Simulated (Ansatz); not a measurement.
# ScSi3: one candidate structure

Where does ScSi3 go from the start given, A15 type (Pm-3n, No. 223)?

Method: DFT PBE, scalar-relativistic, plane waves, PAW, in Ansatz 0.2.0.

### Step 1. The system as given

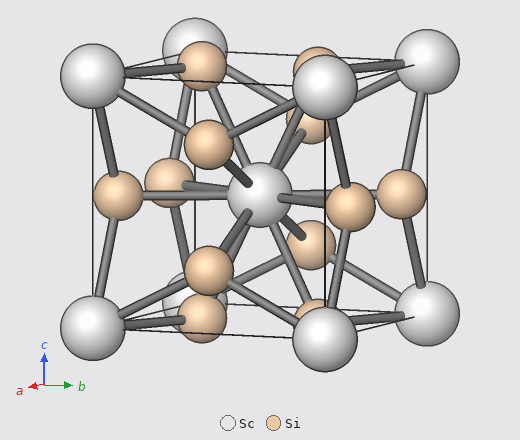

Start, viewed slightly off an axis; scandium white, silicon light orange. Atoms on the faces are drawn again on the opposite ones.

Coordinates:

```cif
data_structure
_symmetry_space_group_name_H-M 'P 1'
_symmetry_Int_Tables_number 1
_cell_length_a 5.0995
_cell_length_b 5.0995
_cell_length_c 5.0995
_cell_angle_alpha 90.000
_cell_angle_beta 90.000
_cell_angle_gamma 90.000
_cell_volume 132.61
loop_
_atom_site_label
_atom_site_type_symbol
_atom_site_fract_x
_atom_site_fract_y
_atom_site_fract_z
_atom_site_occupancy
Sc1 Sc 0.00000 0.00000 0.00000 1
Sc2 Sc 0.50000 0.50000 0.50000 1
Si1 Si 0.00000 0.50000 0.25000 1
Si2 Si 0.00000 0.50000 0.75000 1
Si3 Si 0.25000 0.00000 0.50000 1
Si4 Si 0.75000 0.00000 0.50000 1
Si5 Si 0.50000 0.75000 0.00000 1
Si6 Si 0.50000 0.25000 0.00000 1
```

### Step 2. Quick check of gap, pressure and forces

Input file input.yaml:

```yaml
crystal:
  lattice:
    - [5.0994970641, 0.0, 0.0]
    - [0.0, 5.0994970641, 0.0]
    - [0.0, 0.0, 5.0994970641]
  atoms:
    - { symbol: Sc, position: [0.0, 0.0, 0.0] }
    - { symbol: Sc, position: [0.5, 0.5, 0.5] }
    - { symbol: Si, position: [0.0, 0.5, 0.25] }
    - { symbol: Si, position: [0.0, 0.5, 0.75] }
    - { symbol: Si, position: [0.25, 0.0, 0.5] }
    - { symbol: Si, position: [0.75, 0.0, 0.5] }
    - { symbol: Si, position: [0.5, 0.75, 0.0] }
    - { symbol: Si, position: [0.5, 0.25, 0.0] }
basis:
  ecutwfc: 420
kpoints:
  mp_grid: { grid: [4, 4, 4] }
hamiltonian:
  xc: pbe
scf:
  occupations: { method: gaussian, width: 0.1 }
  lower_state_search: "off"
output:
  forces: true
  stress: true
  eigenvalues: true
```

On the command line:

```bash
$ ansatz run input.yaml --threads 1 --pin off --max-ram 2560MiB --backend cpu --events-out ev --progress --plain --runs-dir out
```

Output (excerpt; [...] marks lines left out):

```text
[...]
SCF converged after 6 iterations
Free energy (F): -8087.050533 eV
[...]
E sigma→0 (E₀):  -8087.039721 eV
Entropy (-TS):   -0.021622 eV (-2.703 meV/atom)
Fermi energy:    10.384540 eV
[...]
--- Forces (eV/Å), atoms counted from 1 ---
  atom   1  Sc     0.00000000    -0.00000000     0.00000000
  atom   2  Sc     0.00000000     0.00000000     0.00000000
  atom   3  Si    -0.00000000    -0.00000000    -0.00000000
  atom   4  Si    -0.00000000     0.00000000    -0.00000000
  atom   5  Si     0.00000000     0.00000000     0.00000000
  atom   6  Si    -0.00000000    -0.00000000     0.00000000
  atom   7  Si    -0.00000000     0.00000000     0.00000000
  atom   8  Si     0.00000000    -0.00000000     0.00000000
[...]
--- Stress (GPa, compression-positive) ---
       -1.322294       0.000000       0.000000
        0.000000      -1.322294       0.000000
        0.000000       0.000000      -1.322294
  P = ⅓ Tr σ = -1.3223 GPa (-13.223 kbar)
--- Band table (eV; the first three rows and the last of 10) ---
[...]
```

It took 4.9 s on 1 thread of AMD EPYC 7R43 (Zen 3), shared host; peak memory 0.42 GiB.

The probe gives pressure -1.3 GPa, largest force 0.00 eV/Å, gap on this mesh none (metal). By this gap the next run takes a mesh of 8×8×8.

### Step 3. Full relaxation

Changes to input.yaml since step 2:

```diff
@@ -17,3 +17,3 @@
 kpoints:
-  mp_grid: { grid: [4, 4, 4] }
+  mp_grid: { grid: [8, 8, 8] }
 hamiltonian:
@@ -22,3 +22,2 @@
   occupations: { method: gaussian, width: 0.1 }
-  lower_state_search: "off"
 output:
@@ -27 +26,6 @@
   eigenvalues: true
+relax:
+  adjacent_minimum: "off"
+  f_tol: 0.01
+  max_steps: 80
+  cell: { stress_tol: 0.05 }
```

On the command line:

```bash
$ ansatz run input.yaml --threads 1 --pin off --max-ram 2560MiB --backend cpu --events-out ev --progress --plain --runs-dir out
```

Output:

```text
Warning: RAYON_NUM_THREADS=1 ignored (pool sized by the plan → 1); use --threads N
Engine: ansatz 0.2.0, x86_64-unknown-linux-gnu
Pseudopotentials: kind: paw
Pseudopotential: Sc, paw, valence charge 11, recommended cutoff 420 eV (normal), Sc.paw.azcp
Pseudopotential: Si, paw, valence charge 4, recommended cutoff 420 eV (normal), Si.paw.azcp
Functional definition: PBE
  parameter kappa = 0.804
  parameter beta = 0.06672455060314922
  exchange = pbe_x(kappa = kappa, mu = beta*pi^2/3)
  correlation = pbe_c(beta = beta)
Crystal: 8 atoms, lattice volume = 132.612 Å³
Basis set: ecut = 420 eV, 2553 PW (Γ), exchange–correlation on 72×72×72 points (8 copies of the dense FFT grid, shifted against one another)
Bands: 31, of which v1, the nominal top of the filled ones, is band 23 counted from 1 (22 counted from 0)
Symmetry: 48 space group operations
Space group: Pm-3n (ITA 223), of the structure as read, at distance tolerance 5.1e-5 Å
k-points: 35 of 512
Non-local potential: Sc, projectors of the file, l = 0: 3, l = 1: 2, l = 2: 3, l = 3: 1
Non-local potential: Si, projectors of the file, l = 0: 2, l = 1: 2, l = 2: 2
PAW form: soft (Blöchl's): semilocal exchange-correlation on the pseudo side does not see the compensation charge
PAW one-centre angular grid: Sc, 590 points (default); XC on 64 Gauss nodes
PAW one-centre angular grid: Si, 110 points (default); XC on 64 Gauss nodes
Initial density: superposition of atomic densities (neutral atoms: chi_scale 0, normalization atom), corrected by the library's trained network
Initial wavefunctions: pseudopotential atomic-orbital guess
Functional: x = pbe(κ = 0.804, μ = 0.2195149727645171), c = pbe(β = 0.06672455060314922)
SCF iter   1: F=—  HF=-8086.948878 eV  |F-HF|=—  |Δ(HF+E_count)|=         —  Δρ=2.47e-3  dr2=7.91e-3  ethr=1.77e-3  ⟨swp⟩=6.4  Hψ=5177  notcnv=0
preconditioner: auto → Kerker (q_TF=auto, 2.287 Å⁻¹)  [metal: Δε(μ)=0.048 eV  Ē_g=6.285 eV  σ=0.100 eV  W_gap=0.26  n_scr=26 (ndim 8)  ℏωp=17.7 eV  f_vac=0.000  D(μ)=4.74/eV (n_scr^D=32)]
SCF iter   2: F=—  HF=-8086.948187 eV  |F-HF|=—  |Δ(HF+E_count)|=   6.91e-4  Δρ=1.41e-3  dr2=1.70e-3  ethr=1.72e-5  ⟨swp⟩=1.8  Hψ=1485  notcnv=0
SCF iter   3: F=—  HF=-8086.948699 eV  |F-HF|=—  |Δ(HF+E_count)|=   5.12e-4  Δρ=3.76e-4  dr2=1.28e-4  ethr=3.70e-6  ⟨swp⟩=2.3  Hψ=1264  notcnv=0
SCF iter   4: F=—  HF=-8086.948732 eV  |F-HF|=—  |Δ(HF+E_count)|=   3.35e-5  Δρ=5.92e-5  dr2=3.81e-6  ethr=2.79e-7  ⟨swp⟩=2.2  Hψ=1299  notcnv=0
SCF iter   5: F=—  HF=-8086.948579 eV  |F-HF|=—  |Δ(HF+E_count)|=   1.54e-4  Δρ=1.48e-5  dr2=3.43e-7  ethr=8.28e-9  ⟨swp⟩=2.8  Hψ=1884  notcnv=0
SCF iter   6: F=-8086.948579 eV  HF=-8086.948579 eV  |F-HF|=1.14e-9  |Δ(HF+E_count)|=   4.14e-8  Δρ=1.99e-6  dr2=5.06e-9  ethr=2.17e-10  ⟨swp⟩=8.9  Hψ=4566  notcnv=0
SCF 1 converged in 6 iterations: F = -8086.948579 eV  dr2 = 5.06e-9
relax step   1: F+E_penalty+E_count = -8086.94857864 eV  Δ(F+E_penalty+E_count) = +0.000e0 eV  max|allowed force component| = 4.799e-17 eV/Å  Δτ_max = 0.0000 Å  P = -1.707 GPa  Ω = 132.612 Å³  (6 SCF iters, dr2 threshold 1.00e-7 eV, accepted)
Crystal: 8 atoms, lattice volume = 129.164 Å³
Basis set: ecut = 420 eV, 2517 PW (Γ), exchange–correlation on 72×72×72 points (8 copies of the dense FFT grid, shifted against one another)
Initial density: handed on by an earlier stage of this run
Initial wavefunctions: those handed on with the density
iter 1 solved again at ethr=2.00e-5 eV; its pass at ethr=3.10e-3 eV (dr2=9.20e-3 eV) is discarded
SCF iter   1: F=—  HF=-8086.963961 eV  |F-HF|=—  |Δ(HF+E_count)|=         —  Δρ=1.87e-3  dr2=9.60e-3  ethr=2.00e-5  ⟨swp⟩=1.6  Hψ=5549  notcnv=0
preconditioner: auto → Kerker (q_TF=auto, 2.297 Å⁻¹)  [metal: Δε(μ)=0.010 eV  Ē_g=6.367 eV  σ=0.100 eV  W_gap=0.06  n_scr=26 (ndim 8)  ℏωp=17.9 eV  f_vac=0.000  D(μ)=4.49/eV (n_scr^D=32)]
SCF iter   2: F=—  HF=-8086.962283 eV  |F-HF|=—  |Δ(HF+E_count)|=   1.68e-3  Δρ=8.67e-4  dr2=2.10e-3  ethr=2.00e-5  ⟨swp⟩=2.0  Hψ=1189  notcnv=0
SCF iter   3: F=—  HF=-8086.961740 eV  |F-HF|=—  |Δ(HF+E_count)|=   5.43e-4  Δρ=1.51e-4  dr2=3.37e-5  ethr=4.57e-6  ⟨swp⟩=2.1  Hψ=1345  notcnv=0
SCF iter   4: F=—  HF=-8086.961593 eV  |F-HF|=—  |Δ(HF+E_count)|=   1.47e-4  Δρ=2.17e-5  dr2=4.48e-7  ethr=1.74e-9  ⟨swp⟩=5.9  Hψ=5794  notcnv=0
iter 5 did not close the SCF: its close was put off for the readings that it lacked (scf_convergence_deferred on its scf_iter line)
SCF iter   5: F=-8086.961593 eV  HF=-8086.961593 eV  |F-HF|=4.43e-9  |Δ(HF+E_count)|=   8.53e-9  Δρ=3.38e-6  dr2=1.59e-8  ethr=9.74e-10  ⟨swp⟩=3.0  Hψ=1988  notcnv=0
SCF iter   6: F=-8086.961593 eV  HF=-8086.961593 eV  |F-HF|=9.91e-11  |Δ(HF+E_count)|=  6.01e-10  Δρ=5.22e-7  dr2=3.86e-10  ethr=3.45e-11  ⟨swp⟩=1.1  Hψ=2644  notcnv=0
SCF 2 converged in 6 iterations: F = -8086.961593 eV  dr2 = 3.86e-10
relax step   2: F+E_penalty+E_count = -8086.96159287 eV  Δ(F+E_penalty+E_count) = -1.301e-2 eV  max|allowed force component| = 1.047e-16 eV/Å  Δτ_max = 0.0000 Å  P = +0.603 GPa  Ω = 129.164 Å³  energy of the carried Pulay correction = +5.695e-4 eV  (6 SCF iters, dr2 threshold 8.00e-7 eV, accepted)
Crystal: 8 atoms, lattice volume = 130.047 Å³
iter 1 solved again at ethr=1.39e-6 eV; its pass at ethr=3.10e-3 eV (dr2=6.38e-4 eV) is discarded
SCF iter   1: F=—  HF=-8086.963345 eV  |F-HF|=—  |Δ(HF+E_count)|=         —  Δρ=4.93e-4  dr2=6.69e-4  ethr=1.39e-6  ⟨swp⟩=3.0  Hψ=5537  notcnv=0
preconditioner: auto → Kerker (q_TF=auto, 2.294 Å⁻¹)  [metal: Δε(μ)=0.065 eV  Ē_g=6.358 eV  σ=0.100 eV  W_gap=0.33  n_scr=26 (ndim 8)  ℏωp=17.8 eV  f_vac=0.000  D(μ)=4.54/eV (n_scr^D=32)]
SCF iter   2: F=—  HF=-8086.963070 eV  |F-HF|=—  |Δ(HF+E_count)|=   2.76e-4  Δρ=1.76e-4  dr2=5.82e-5  ethr=1.39e-6  ⟨swp⟩=2.1  Hψ=1336  notcnv=0
SCF iter   3: F=—  HF=-8086.963051 eV  |F-HF|=—  |Δ(HF+E_count)|=   1.94e-5  Δρ=7.72e-5  dr2=1.03e-5  ethr=1.26e-7  ⟨swp⟩=2.3  Hψ=1333  notcnv=0
SCF iter   4: F=-8086.963047 eV  HF=-8086.963047 eV  |F-HF|=1.86e-7  |Δ(HF+E_count)|=   3.59e-6  Δρ=1.38e-5  dr2=2.70e-7  ethr=1.74e-9  ⟨swp⟩=4.4  Hψ=4984  notcnv=0
SCF 3 converged in 4 iterations: F = -8086.963047 eV  dr2 = 2.70e-7
relax step   3: F+E_penalty+E_count = -8086.96304674 eV  Δ(F+E_penalty+E_count) = -1.454e-3 eV  max|allowed force component| = 1.544e-16 eV/Å  Δτ_max = 0.0000 Å  P = -0.019 GPa  Ω = 130.047 Å³  energy of the carried Pulay correction = +4.223e-4 eV  (4 SCF iters, dr2 threshold 8.00e-7 eV, accepted)
Initial wavefunctions: pseudopotential atomic-orbital guess (no wavefunctions were taken with the density)
iter 1 solved again at ethr=8.19e-8 eV; its pass at ethr=3.10e-3 eV (dr2=3.77e-5 eV) is discarded
SCF iter   1: F=—  HF=-8086.962804 eV  |F-HF|=—  |Δ(HF+E_count)|=         —  Δρ=2.36e-5  dr2=2.89e-7  ethr=8.19e-8  ⟨swp⟩=3.1  Hψ=7786  notcnv=0
preconditioner: auto → Kerker (q_TF=auto, 2.294 Å⁻¹)  [metal: Δε(μ)=0.065 eV  Ē_g=6.353 eV  σ=0.100 eV  W_gap=0.33  n_scr=26 (ndim 8)  ℏωp=17.8 eV  f_vac=0.000  D(μ)=4.54/eV (n_scr^D=32)]
SCF iter   2: F=—  HF=-8086.962660 eV  |F-HF|=—  |Δ(HF+E_count)|=   1.44e-4  Δρ=1.16e-5  dr2=4.91e-8  ethr=6.28e-10  ⟨swp⟩=2.0  Hψ=1891  notcnv=0
SCF iter   3: F=—  HF=-8086.962660 eV  |F-HF|=—  |Δ(HF+E_count)|=   5.43e-8  Δρ=4.05e-6  dr2=1.00e-8  ethr=1.07e-10  ⟨swp⟩=2.0  Hψ=1885  notcnv=0
SCF iter   4: F=—  HF=-8086.962660 eV  |F-HF|=—  |Δ(HF+E_count)|=   6.08e-9  Δρ=4.80e-7  dr2=2.21e-10  ethr=2.18e-11  ⟨swp⟩=2.9  Hψ=1898  notcnv=0
SCF iter   5: F=-8086.962660 eV  HF=-8086.962660 eV  |F-HF|=0.00e0  |Δ(HF+E_count)|=  3.00e-11  Δρ=9.59e-8  dr2=1.00e-11  ethr=1.00e-12  ⟨swp⟩=5.1  Hψ=3777  notcnv=0
SCF 4 converged in 5 iterations: F = -8086.962660 eV  dr2 = 1.00e-11
relax step   4: F+E_penalty+E_count = -8086.96265997 eV  Δ(F+E_penalty+E_count) = +3.868e-4 eV  max|allowed force component| = 1.795e-16 eV/Å  Δτ_max = 0.0000 Å  P = -0.022 GPa  Ω = 130.047 Å³  stress off target by 2.23e-2 GPa  SCF on the basis re-selected at this cell (its energy is not comparable with the rows above)  (5 SCF iters)
basis re-selected at this cell: Δ(F+E_penalty+E_count) = +3.868e-4 eV, ΔP = -0.003 GPa vs the last step (what re-selecting the basis moved, of the pressure what is left beyond the Pulay correction that the steps carried, after the strain that the cell walked since its last selection, with what the two solves' SCF thresholds leave and, on support functions, any second-order correction that the steps lacked; it is no measure of the basis error at this ecutwfc). This SCF's stress stands 2.23e-2 GPa from its target on what of the cell is left free (relax.cell.stress_tol is 5.00e-2 GPa) and its largest allowed force component is 1.80e-16 eV/Å (relax.f_tol is 1.00e-2 eV/Å): within both
SCF converged after 5 iterations
Free energy (F): -8086.962660 eV
Harris-Foulkes:  -8086.962660 eV  (|F-HF|=0.00e0)
Internal energy: -8086.939963 eV  (E = F + TS)
E sigma→0 (E₀):  -8086.951312 eV
Entropy (-TS):   -0.022697 eV (-2.837 meV/atom)
Fermi energy:    10.689167 eV
--- Per-component energies (eV) ---
  E_band       = -182.828072
  E_kinetic    = 769.988340
  E_local      = -1865.471413  (includes V_loc(G=0)·N_el)
  E_nonlocal   = 318.904736
  E_hartree    = 692.599804
  E_xc         = -545.394269
  E_vxc        = -546.275244  (∫ρ·V_xc dr)
  E_paw        = -4985.177091  (= ΣΔE_a)
  E_vpaw       = -245.174249  (= ΣTr[D̂ρ^β])
  E_aug_tail   = 0.000059  (compensation charges beyond the density's cutoff)
  E_ewald      = -2472.390129
  E_smearing   = -0.022697  (= −TS)
  E_closure    = -0.000000  (closes the sum)
  Σ components = -8086.962660   (vs F -8086.962660, Δ=0.00e0)
--- Forces (eV/Å), atoms counted from 1 ---
  atom   1  Sc    -0.00000000    -0.00000000    -0.00000000
  atom   2  Sc     0.00000000     0.00000000     0.00000000
  atom   3  Si    -0.00000000     0.00000000     0.00000000
  atom   4  Si     0.00000000    -0.00000000    -0.00000000
  atom   5  Si     0.00000000    -0.00000000    -0.00000000
  atom   6  Si    -0.00000000     0.00000000     0.00000000
  atom   7  Si    -0.00000000    -0.00000000     0.00000000
  atom   8  Si    -0.00000000     0.00000000    -0.00000000
  max |Σ_I F_I| component: 8.10e-17 eV/Å
--- Stress (GPa, compression-positive) ---
       -0.022336       0.000000      -0.000000
        0.000000      -0.022336       0.000000
       -0.000000       0.000000      -0.022336
  P = ⅓ Tr σ = -0.0223 GPa (-0.223 kbar)
--- Band table (eV; the first three rows and the last of 35) ---
  k-point 0: bands = ["-38.3992", "-38.3973", "-17.1221", "-17.1221", "-17.1221", "-17.1039", "-17.1039", "-17.1039", "-1.7280", "1.9775", "1.9775", "4.5394", "4.5394", "4.5394", "6.5959", "6.5959", "6.7879", "8.3320", "8.3320", "8.3320", "8.4297", "8.4297", "8.4297", "11.3655", "11.3655", "11.3655", "11.3907", "11.3907", "11.3907", "13.8778", "13.8778"]
  k-point 1: bands = ["-38.3991", "-38.3973", "-17.1221", "-17.1213", "-17.1213", "-17.1054", "-17.1046", "-17.1046", "-1.6380", "1.6990", "2.0619", "4.5919", "4.5919", "4.6290", "6.0337", "6.6288", "7.1148", "7.5133", "7.5133", "8.4056", "9.1587", "9.2886", "9.2886", "10.8848", "11.1533", "11.3511", "11.3511", "11.4843", "11.4843", "13.8811", "14.0516"]
  k-point 2: bands = ["-38.3989", "-38.3975", "-17.1219", "-17.1192", "-17.1192", "-17.1091", "-17.1064", "-17.1064", "-1.3716", "1.0589", "2.3141", "4.6477", "4.7476", "4.7476", "5.4081", "6.6767", "6.7519", "6.7519", "7.8639", "8.6243", "9.9916", "10.0898", "10.0898", "10.4792", "10.6424", "11.3090", "11.3090", "11.8203", "11.8203", "13.4446", "14.0153"]
  k-point 34: bands = ["-38.3980", "-38.3980", "-17.1171", "-17.1171", "-17.1171", "-17.1171", "-17.1171", "-17.1171", "1.8654", "1.8654", "1.8654", "1.8654", "1.8654", "1.8654", "5.3255", "5.3255", "10.1398", "10.1398", "10.1398", "10.1398", "10.8973", "10.8973", "10.8973", "10.8973", "10.8973", "10.8973", "12.2664", "12.2664", "12.2664", "12.2664", "12.2664"]
--- Relaxed structure (3 steps of the walk, 3 accepted, 1 SCFs on fresh bases) ---
  F+E_penalty+E_count = -8086.96265997 eV   max|allowed force component| = 1.795e-16 eV/Å   (the final SCF, on the basis selected at the relaxed cell)
  cell:  # Å, volume = 130.0466 Å³
    - [5.066402439233768, -1.9259299443872356e-34, 2.5679065925163143e-34]
    - [-5.135813185032629e-34, 5.066402439233768, 1.925929944387236e-34]
    - [3.851859888774472e-34, 1.925929944387236e-34, 5.066402439233768]
  atoms:
    - { symbol: Sc, position: [7.892724726817462e-35, -1.857986741376827e-34, 5.822421231496495e-35] }
    - { symbol: Sc, position: [0.5, 0.5, 0.5] }
    - { symbol: Si, position: [-2.6899192682673833e-35, 0.5, 0.25] }
    - { symbol: Si, position: [-5.168382360053056e-35, 0.5, 0.75] }
    - { symbol: Si, position: [0.25, 3.7656410962993583e-35, 0.5] }
    - { symbol: Si, position: [0.75, 2.8943678854122044e-34, 0.5] }
    - { symbol: Si, position: [0.5, 0.75, 2.9898919837414424e-35] }
    - { symbol: Si, position: [0.5, 0.25, -2.045715567823093e-35] }
```

It took 52 s on 1 thread of AMD EPYC 7R43 (Zen 3), shared host; peak memory 0.49 GiB.

Relaxation path:

| step | energy from step 1 (eV/cell) | largest force component (eV/Å) | pressure (GPa) | volume (Å³) |
| --- | --- | --- | --- | --- |
| 1 | 0.0000 | 0.0000 | -1.71 | 132.61 |
| 2 | -0.0130 | 0.0000 | 0.60 | 129.16 |
| 3 | -0.0145 | 0.0000 | -0.02 | 130.05 |
| 4 | -0.0141 | 0.0000 | -0.02 | 130.05 |

Step 1 is the start. Step 4 repeats the geometry before it on a plane-wave basis chosen anew for that cell, so its energy need not be comparable with the rows above.

|  | before | after | change |
| --- | --- | --- | --- |
| a (Å) | 5.099 | 5.066 | -0.6 % |
| b (Å) | 5.099 | 5.066 | -0.6 % |
| c (Å) | 5.099 | 5.066 | -0.6 % |
| volume (Å³/atom) | 16.58 | 16.26 | -1.9 % |
| shortest distance (Å) | 2.550 | 2.533 | -0.6 % |
| space group (0.01 Å) | Pm-3n | Pm-3n | same |

Forces and stress were held to the start's 48 operations: a distortion of lower symmetry was not tested.

### Step 4. Changing settings: preconditioner local_kerker

Changes to input.yaml since step 3:

```diff
@@ -2,5 +2,5 @@
   lattice:
-    - [5.0994970641, 0.0, 0.0]
-    - [0.0, 5.0994970641, 0.0]
-    - [0.0, 0.0, 5.0994970641]
+    - [5.0664024392, 0.0, 0.0]
+    - [0.0, 5.0664024392, 0.0]
+    - [0.0, 0.0, 5.0664024392]
   atoms:
@@ -22,10 +22,6 @@
   occupations: { method: gaussian, width: 0.1 }
+  mixing: { preconditioner: local_kerker }
 output:
   forces: true
+  eigenvalues: true
   stress: true
-  eigenvalues: true
-relax:
-  adjacent_minimum: "off"
-  f_tol: 0.01
-  max_steps: 80
-  cell: { stress_tol: 0.05 }
```

On the command line:

```bash
$ ansatz run input.yaml --threads 1 --pin off --max-ram 2560MiB --backend cpu --events-out ev --progress --plain --runs-dir out
```

Output (excerpt; [...] marks lines left out):

```text
Warning: RAYON_NUM_THREADS=1 ignored (pool sized by the plan → 1); use --threads N
[...]
[... 4 set-up lines as earlier in the session ...]
[...]
Crystal: 8 atoms, lattice volume = 130.047 Å³
Basis set: ecut = 420 eV, 2517 PW (Γ), exchange–correlation on 72×72×72 points (8 copies of the dense FFT grid, shifted against one another)
Bands: 31, of which v1, the nominal top of the filled ones, is band 23 counted from 1 (22 counted from 0)
[... 2 set-up lines as earlier in the session ...]
k-points: 35 of 512
[...]
SCF iter   1: F=—  HF=-8086.962511 eV  |F-HF|=—  |Δ(HF+E_count)|=         —  Δρ=2.59e-3  dr2=8.20e-3  ethr=1.77e-3  ⟨swp⟩=6.4  Hψ=5206  notcnv=0
[...]
SCF converged after 6 iterations
Free energy (F): -8086.962660 eV
[...]
E sigma→0 (E₀):  -8086.951312 eV
Entropy (-TS):   -0.022697 eV (-2.837 meV/atom)
Fermi energy:    10.689168 eV
[...]
--- Forces (eV/Å), atoms counted from 1 ---
  atom   1  Sc     0.00000000     0.00000000     0.00000000
  atom   2  Sc     0.00000000    -0.00000000     0.00000000
  atom   3  Si     0.00000000     0.00000000     0.00000000
  atom   4  Si     0.00000000     0.00000000    -0.00000000
  atom   5  Si     0.00000000     0.00000000    -0.00000000
  atom   6  Si    -0.00000000    -0.00000000     0.00000000
  atom   7  Si    -0.00000000    -0.00000000     0.00000000
  atom   8  Si     0.00000000     0.00000000     0.00000000
[...]
--- Stress (GPa, compression-positive) ---
       -0.022352      -0.000000       0.000000
       -0.000000      -0.022352       0.000000
        0.000000       0.000000      -0.022352
  P = ⅓ Tr σ = -0.0224 GPa (-0.224 kbar)
--- Band table (eV; the first three rows and the last of 35) ---
[...]
```

It took 14 s on 1 thread of AMD EPYC 7R43 (Zen 3), shared host; peak memory 0.46 GiB.

```tsv
run	ending	energy change	pressure (GPa)	gap (eV)	force (eV/Å)	cycles	time
step 3	converged	0	0.0	0.00	0.00	-	52 s
variant	converged	0.0 meV/atom	0.0	0.00	0.00	6	14 s
```

Same state: the changed mixing leaves the energy within 0.5 meV/atom.

### Step 5. Results

Formation energies count from the elements, computed with the same settings in runs not shown here.

```
                          quantity                                                                      value
                              cell  a = 5.066 Å, b = 5.066 Å, c = 5.066 Å, α = 90.00°, β = 90.00°, γ = 90.00°
                       space group                                                            Pm-3n (No. 223)
                            volume                                                              16.26 Å³/atom
                   gap on the mesh                                                               none (metal)
formation energy from the elements                                                             -0.059 eV/atom
```

The space group stayed Pm-3n, and from the first guess the volume went from 16.58 to 16.26 Å³/atom. With -0.06 eV/atom it lies under the elements, which doesn't yet make it stable against other compounds of them.
